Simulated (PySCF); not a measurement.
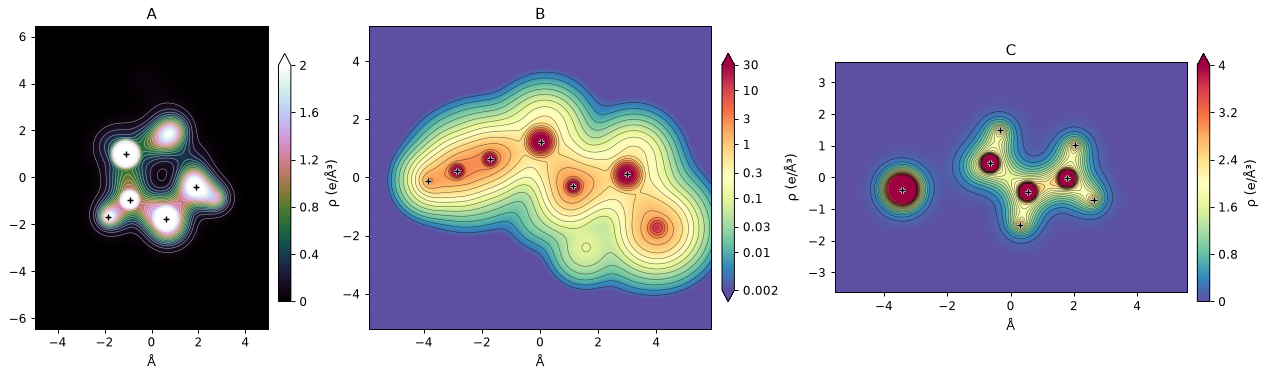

The electron density of 3 systems, each on a plane through atoms (crosses mark nuclei in the plane).

Theory: PBE0/pcSseg-1, SCF density, gas phase, non-relativistic in PySCF.

System 1: C₅H₁₁BSSi₂, the plane of atoms C6, S7 and B8. Geometry: GFN2-xTB.

```xyz
20

C     3.0855   -0.6526   -1.6789
C     2.6588   -0.2548   -0.6276
Si    1.9690    0.3341    0.9856
C     0.0676    0.3262    0.8314
C    -0.4353   -1.0798    0.4973
C    -1.9494   -1.2194    0.5860
S    -2.8775   -0.6508   -0.9001
B    -2.1563    0.8713   -1.3614
Si   -0.6137    1.6195   -0.4197
H     3.4633   -0.9959   -2.5997
H     2.4600    1.6833    1.2743
H     2.3981   -0.6208    2.0207
H    -0.3301    0.5829    1.8204
H    -0.0995   -1.3723   -0.5018
H    -0.0062   -1.8031    1.1999
H    -2.2367   -2.2661    0.6876
H    -2.3418   -0.6666    1.4404
H    -2.6583    1.3597   -2.3007
H    -0.8887    2.8320    0.3776
H     0.4861    1.9836   -1.3345
```

System 2: C₅H₁₀OSSi₂, the plane of atoms C2, Si3 and C4. Geometry: GFN2-xTB.

```yaml
atoms:
  - { symbol: C, position_ang: [3.7782, 0.1187, 1.4704] }
  - { symbol: C, position_ang: [2.9094, -0.4619, 0.8747] }
  - { symbol: Si, position_ang: [1.5641, -1.3252, -0.0558] }
  - { symbol: C, position_ang: [0.2282, -0.0243, -0.4633] }
  - { symbol: C, position_ang: [-0.3081, 0.6137, 0.8182] }
  - { symbol: O, position_ang: [-1.2117, 1.6811, 0.5968] }
  - { symbol: C, position_ang: [-2.4942, 1.3216, 0.2563] }
  - { symbol: S, position_ang: [-2.7223, 0.8155, -1.5052] }
  - { symbol: Si, position_ang: [-1.2062, -0.6993, -1.5087] }
  - { symbol: H, position_ang: [4.5394, 0.6239, 1.9933] }
  - { symbol: H, position_ang: [1.0021, -2.3758, 0.8010] }
  - { symbol: H, position_ang: [2.0943, -1.8760, -1.3047] }
  - { symbol: H, position_ang: [0.7079, 0.7769, -1.0364] }
  - { symbol: H, position_ang: [-0.7920, -0.1473, 1.4506] }
  - { symbol: H, position_ang: [0.5090, 1.0646, 1.3900] }
  - { symbol: H, position_ang: [-3.1246, 2.2016, 0.3824] }
  - { symbol: H, position_ang: [-2.8701, 0.4958, 0.8745] }
  - { symbol: H, position_ang: [-0.8475, -0.9009, -2.9010] }
  - { symbol: H, position_ang: [-1.7657, -1.8933, -0.8695] }
```

System 3: C₅H₇F (SMILES C=CC/C=C\F), the plane of atoms C3, C2 and H9. Geometry: GFN2-xTB.

```xyz
13

C    -2.3516    0.2411    0.1019
C    -1.1281    0.0571    0.5591
C    -0.0287   -0.6131   -0.2109
C     1.0987    0.3455   -0.4486
C     2.3388    0.1751   -0.0315
F     2.7272   -0.9171    0.6541
H    -3.1117    0.7284    0.6882
H    -2.6481   -0.0954   -0.8786
H    -0.8499    0.4045    1.5455
H    -0.4160   -0.9607   -1.1721
H     0.3420   -1.4731    0.3516
H     0.8626    1.2499   -0.9877
H     3.1603    0.8582   -0.1887
```

### Which map belongs to which system?

Panel A is system 1, C₅H₁₁BSSi₂: the plane holds C, S, B, Si and H. B–S (1.75 Å): ρ at the midpoint is about 1.3 e/Å³. Panel B is system 2, C₅H₁₀OSSi₂: the plane holds C, Si and H. C–C (1.20 Å): ρ at the midpoint is about 2.8 e/Å³. Panel C is system 3, C₅H₇F: the plane holds C, F and H. C–C (1.32 Å): ρ is about 2.3 e/Å³ halfway.
